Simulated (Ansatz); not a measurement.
# triplet C2H7NSi at 6 levels

Wanted: a comparison of 6 runs (UHF/6-31G*, UB2PLYP/6-31G*, UBLYP/6-31G*, UHSE06/6-31G*, RPA@PBE/6-31G*, UCCSD(T)/6-31G*) of triplet C2H7NSi. 

The calculation is run with Ansatz 0.2.0.

63 further runs of the same task are left out: 63 set aside as unsound or not needed. Runs told in other sessions of the task aren't counted.

### Step 1. Starting point

C2H7NSi has 11 atoms, charge 0, and is taken as a triplet. As SMILES of the parent species, `C=N[SiH2]C`. The shape is that of a PBE0-D4/def2-TZVP optimisation. That shape belongs to the parent species and isn't relaxed for this state.

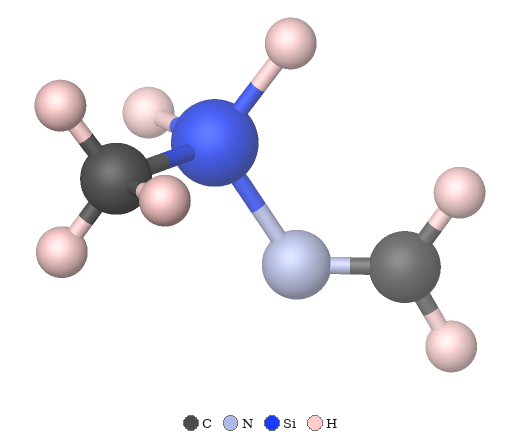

Viewed from a chosen angle; carbon dark grey, nitrogen light blue, silicon blue, hydrogen pink.

### Step 2. The energy at UHF/6-31G(d) (spherical functions) (run 1)

molecule.yaml

```yaml
crystal:
  periodic: [false, false, false]
  atoms:
    - {symbol: C, position_ang: [-0.763200, 2.027200, 0.389900]}
    - {symbol: N, position_ang: [-0.749500, 1.001600, -0.336400]}
    - {symbol: Si, position_ang: [-0.379200, -0.602800, 0.247400]}
    - {symbol: C, position_ang: [1.068600, -1.271000, -0.713200]}
    - {symbol: H, position_ang: [-0.997700, 3.009000, -0.039500]}
    - {symbol: H, position_ang: [-0.550300, 2.023600, 1.471900]}
    - {symbol: H, position_ang: [-0.075100, -0.581600, 1.713400]}
    - {symbol: H, position_ang: [-1.590400, -1.434700, 0.023400]}
    - {symbol: H, position_ang: [0.849500, -1.270200, -1.783000]}
    - {symbol: H, position_ang: [1.292800, -2.296000, -0.407900]}
    - {symbol: H, position_ang: [1.959900, -0.662200, -0.545500]}
basis:
  gaussian:
    orbitals: 6-31G_st_-spherical.json
magnetization:
  spin_polarized: true
  initial_magnetization: 2
hamiltonian:
  xc: hf
accuracy: high
output:
  orbitals: {seedname: orbitals}
```

The basis set 6-31G* is read from a file made from the Basis Set Exchange's data (not shown).

Run with:

```bash
$ ansatz run molecule.yaml --threads 1 --pin off --max-ram 3480MiB --events-out events.jsonl --progress --plain --runs-dir runs
```

The program printed:

```text
Warning: RAYON_NUM_THREADS=1 ignored (pool sized by the plan → 1); use --threads N
Functional definition: HF
  name "HF"
  exchange = exact_x
  correlation = 0
1802 factors; integrals over basis functions are off by at most 3.9e-9 eV
mean field evaluation 1: about -11508.6003 eV, gradient 2.1e1 eV
mean field evaluation 2: about -11508.7374 eV, gradient 2.1e1 eV
mean field evaluation 4: about -11511.7873 eV, gradient 3.4e0 eV
mean field evaluation 8: about -11512.0242 eV, gradient 3.6e-1 eV
mean field evaluation 16: about -11512.0281 eV, gradient 2.6e-8 eV
mean field evaluation 32: about -11511.1304 eV, gradient 4.1e-1 eV
mean field evaluation 64: about -11511.1056 eV, gradient 5.1e-1 eV
mean field -11512.02809449 eV, -423.0592293396 hartree, gradient 2.9e-8 eV, S^2 2.017795; 2 other end points of the search recorded, 0 dependent functions left out
reference -11512.02809449 eV, -423.0592293396 hartree; 21, 19 occupied and 53, 55 virtual orbitals, 1802 factors
Total energy: -11512.02809449 eV, -423.0592293396 hartree
```

Wall time 5.1 s (1 thread of Arm Neoverse V1, shared host); peak memory 0.24 GiB.

### Step 3. The energy at UB2PLYP/6-31G(d) (spherical functions) (run 2)

job.yaml

```yaml
basis:
  gaussian:
    orbitals: 6-31G_st_-spherical.json
crystal:
  periodic: [false, false, false]
  atoms:
    - {symbol: C, position_ang: [-0.763200, 2.027200, 0.389900]}
    - {symbol: "N", position_ang: [-0.749500, 1.001600, -0.336400]}
    - {symbol: Si, position_ang: [-0.379200, -0.602800, 0.247400]}
    - {symbol: C, position_ang: [1.068600, -1.271000, -0.713200]}
    - {symbol: H, position_ang: [-0.997700, 3.009000, -0.039500]}
    - {symbol: H, position_ang: [-0.550300, 2.023600, 1.471900]}
    - {symbol: H, position_ang: [-0.075100, -0.581600, 1.713400]}
    - {symbol: H, position_ang: [-1.590400, -1.434700, 0.023400]}
    - {symbol: H, position_ang: [0.849500, -1.270200, -1.783000]}
    - {symbol: H, position_ang: [1.292800, -2.296000, -0.407900]}
    - {symbol: H, position_ang: [1.959900, -0.662200, -0.545500]}
total_charge: 0
magnetization:
  spin_polarized: true
  initial_magnetization: 2
hamiltonian:
  xc: {name: B2PLYP}
correlation:
  frozen_orbitals: {C: 1, H: 0, "N": 1, Si: 5}
accuracy: high
output: {orbitals: {seedname: orbitals}}
```

The basis set 6-31G* is read from a file made from the Basis Set Exchange's data (not shown).

Run with:

```bash
$ ansatz run job.yaml --threads 1 --pin off --max-ram 3480MiB --events-out events.jsonl --progress --plain --runs-dir runs
```

The program printed, cut to the lines that bear on the results:

```text
Warning: RAYON_NUM_THREADS=1 ignored (pool sized by the plan → 1); use --threads N
Functional definition: B2PLYP
  name "B2PLYP"
[...]
1802 factors; integrals over basis functions are off by at most 3.9e-9 eV
[...]
mean field -11539.00219410 eV, -424.0505092165 hartree, gradient 4.8e-8 eV, S^2 2.009963; 2 other end points of the search recorded, 0 dependent functions left out
8 core orbitals not correlated: weight in the atoms' cores, before any rotation towards them, 1.000 or more for the frozen orbitals, at most 0.000 for the correlated occupied ones
reference -11539.00221907 eV, -424.0505101340 hartree; 13, 11 occupied and 53, 55 virtual orbitals, 1802 factors
second order -15.18954112 eV of doubles, -0.00000000 eV of singles
Total energy: -11543.10339517 eV, -424.2012255759 hartree
```

Wall time 18 s (1 thread of Arm Neoverse V1, shared host); peak memory 0.35 GiB.

### Step 4. The energy at UBLYP/6-31G(d) (spherical functions) (run 3)

molecule.yaml, as its differences from that of step 2:

```diff
@@ -4,3 +4,3 @@
     - {symbol: C, position_ang: [-0.763200, 2.027200, 0.389900]}
-    - {symbol: N, position_ang: [-0.749500, 1.001600, -0.336400]}
+    - {symbol: "N", position_ang: [-0.749500, 1.001600, -0.336400]}
     - {symbol: Si, position_ang: [-0.379200, -0.602800, 0.247400]}
@@ -15,11 +15,6 @@
 basis:
-  gaussian:
-    orbitals: 6-31G_st_-spherical.json
-magnetization:
-  spin_polarized: true
-  initial_magnetization: 2
-hamiltonian:
-  xc: hf
+  gaussian: {orbitals: 6-31G_st_-spherical.json}
+hamiltonian: {xc: {name: BLYP}}
 accuracy: high
-output:
-  orbitals: {seedname: orbitals}
+magnetization: {spin_polarized: true, initial_magnetization: 2}
+output: {orbitals: {seedname: orbitals}}
```

The basis set 6-31G* is read from a file made from the Basis Set Exchange's data (not shown).

Run with:

```bash
$ ansatz run molecule.yaml --threads 1 --pin off --max-ram 3480MiB --events-out events.jsonl --progress --plain --runs-dir runs
```

The program printed:

```text
Warning: RAYON_NUM_THREADS=1 ignored (pool sized by the plan → 1); use --threads N
Functional definition: BLYP
  name "BLYP"
  parameter beta = 0.0042
  parameter a = 0.04918
  parameter b = 0.132
  parameter c = 0.2533
  parameter d = 0.349
  exchange = b88_x(beta = beta)
  correlation = lyp_c(a = a, b = b, c = c, d = d)
1802 factors; integrals over basis functions are off by at most 3.9e-9 eV
mean field evaluation 1: about -11537.0908 eV, gradient 5.0e1 eV
mean field evaluation 2: about -11504.3889 eV, gradient 8.6e1 eV
mean field evaluation 4: about -11548.7867 eV, gradient 9.1e0 eV
mean field evaluation 8: about -11549.2183 eV, gradient 1.8e-1 eV
mean field evaluation 16: about -11549.2045 eV, gradient 5.0e-5 eV
mean field -11549.20448405 eV, -424.4254364568 hartree, gradient 3.2e-8 eV, S^2 2.003542; 1 other end points of the search recorded, 0 dependent functions left out
reference -11549.20453903 eV, -424.4254384773 hartree; 21, 19 occupied and 53, 55 virtual orbitals, 1802 factors
Total energy: -11549.20453903 eV, -424.4254384773 hartree
```

Run time: 11 s. Hardware: 1 thread of Arm Neoverse V1, shared host; peak memory 0.26 GiB.

Runs 4 to 5 aren't shown in full; the table further down has their settings and results.

### Step 5. A single-point energy at UCCSD(T)/6-31G(d) (spherical functions) (run 6)

input.yaml

```yaml
basis:
  gaussian:
    orbitals: 6-31G_st_-spherical.json
crystal:
  periodic: [false, false, false]
  atoms:
    - symbol: C
      position_ang: [-0.763200, 2.027200, 0.389900]
    - symbol: "N"
      position_ang: [-0.749500, 1.001600, -0.336400]
    - symbol: Si
      position_ang: [-0.379200, -0.602800, 0.247400]
    - symbol: C
      position_ang: [1.068600, -1.271000, -0.713200]
    - symbol: H
      position_ang: [-0.997700, 3.009000, -0.039500]
    - symbol: H
      position_ang: [-0.550300, 2.023600, 1.471900]
    - symbol: H
      position_ang: [-0.075100, -0.581600, 1.713400]
    - symbol: H
      position_ang: [-1.590400, -1.434700, 0.023400]
    - symbol: H
      position_ang: [0.849500, -1.270200, -1.783000]
    - symbol: H
      position_ang: [1.292800, -2.296000, -0.407900]
    - symbol: H
      position_ang: [1.959900, -0.662200, -0.545500]
magnetization:
  spin_polarized: true
  initial_magnetization: 2
correlation:
  method: ccsd_t
  frozen_orbitals: {C: 1, H: 0, "N": 1, Si: 5}
accuracy: high
scf:
  omitted_lower_state_checks: [cluster_reference, increment]
```

The basis set 6-31G* is read from a file made from the Basis Set Exchange's data (not shown).

Run with:

```bash
$ ansatz run input.yaml --threads 1 --pin off --max-ram 3480MiB --events-out events.jsonl --progress --plain --runs-dir runs
```

The program printed:

```text
Warning: RAYON_NUM_THREADS=1 ignored (pool sized by the plan → 1); use --threads N
[... 13 lines left out ...]
8 core orbitals not correlated: weight in the atoms' cores, before any rotation towards them, 1.000 or more for the frozen orbitals, at most 0.000 for the correlated occupied ones
[... 32 lines left out ...]
Total energy: -11526.16038395 eV, -423.5785813979 hartree
Checks for a lower state left out: cluster_reference, increment
```

It took 50 s on 1 thread of Arm Neoverse V1, shared host; peak memory 0.63 GiB.

### Step 6. All runs side by side

| run | level | frozen core orbitals | energy (Eh) | HOMO energy (eV) | ⟨S²⟩ | wall time |
| --- | --- | --- | --- | --- | --- | --- |
| 1 | UHF/6-31G* (spherical functions) | – | -423.059229 | -6.68 | 2.018 | 5.1 s |
| 2 | UB2PLYP/6-31G* (spherical functions) | 8 | -424.201226 | -4.36 | 2.010 | 18 s |
| 3 | UBLYP/6-31G* (spherical functions) | – | -424.425438 | -1.53 | 2.004 | 11 s |
| 4 | UHSE06/6-31G* (spherical functions) | – | -424.203192 | -2.71 | 2.006 | 17 s |
| 5 | RPA@PBE/6-31G* (spherical functions) | 8 | -423.811686 | – | 2.003 | 19 s |
| 6 | UCCSD(T)/6-31G* (spherical functions) | 8 | -423.578581 | – | 2.018 | 50 s |

### Step 7. Summary of results

| quantity | value |
| --- | --- |
| run 6: total energy | -423.57858 Eh |
| run 6: correlation energy (8 core orbitals frozen) | -519.4 mEh |
| run 6: (T) correction | -13.41 mEh |
| run 6: ⟨S²⟩ of the reference determinant | 2.018 |
| run 6: T1 diagnostic | 0.020 |

Totals of different functionals can't be ranked against each other. All runs together took 2 min, the longest 50 s.
